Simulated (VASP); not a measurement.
Band structure of ZrS$_{2}$ (1T layered). Computed with LDA (Ceperley-Alder, Perdew-Zunger), VASP's LDA PAW potentials (set 64) (plane waves; VASP).

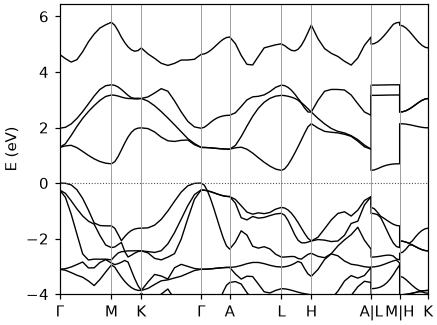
Bands along high-symmetry lines, zero at the valence-band maximum or, without a gap, the Fermi level

Task: Read the plot: is there a gap, and where are the band edges?

Result: The gap is indirect, 0.46 eV, from the valence maximum at Γ to the conduction minimum at L. (Edges off the drawn lines would not show.)

Measured: gap 1.70 eV (computed value off by -1.24 eV), as given by Miłosz Rybak et al., Nanomaterials (2022), arXiv:2210.12074.

The compound is ZrS2 in the 1T layered structure. It was relaxed first, which changed the volume by -6 %.
